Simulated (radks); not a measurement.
Theory: scalar-relativistic Kohn-Sham, SCAN, spin-polarised, spherical densities, finite nucleus (computed with the in-house radial solver radks). The occupation of the 6s shell is varied from W²⁺ ([Xe] 4f14 5d4 (high spin)) to W⁺ ([Xe] 4f14 5d4 6s1 (high spin)), with spherical fractional occupations. Wanted, and plotted below: the total energy less the straight line between the end points, and the eigenvalue of 6s↑ (the dashed line is minus the energy to take the whole electron out).

The curve is convex (below the straight line), with the largest deviation among the points computed, −0.81 eV, at 0.5. The end points differ by 16.9 eV, the energy to take the electron out. The eigenvalue, which is the slope of the energy (Janak's theorem), moves from −19.3 eV at 0.125 to −13.5 eV at 1; for a straight line it would stay constant, and a parabola would sag by an eighth of this change, scaled to a whole electron, 0.84 eV. Convexity is the delocalisation error: fractional charges are too low in energy.

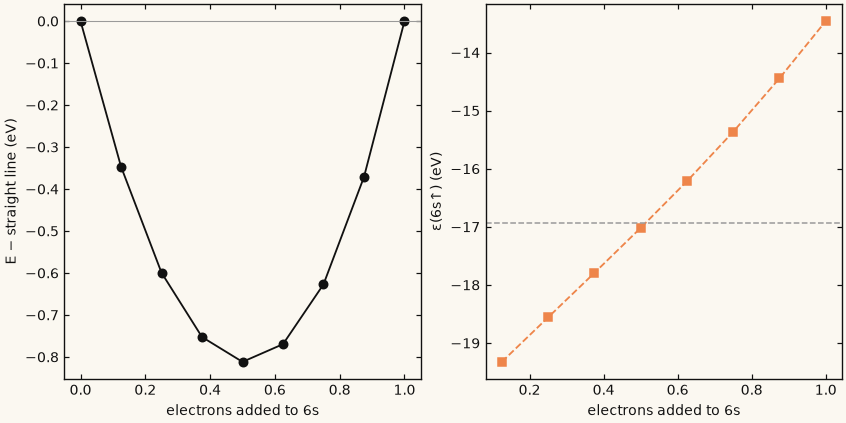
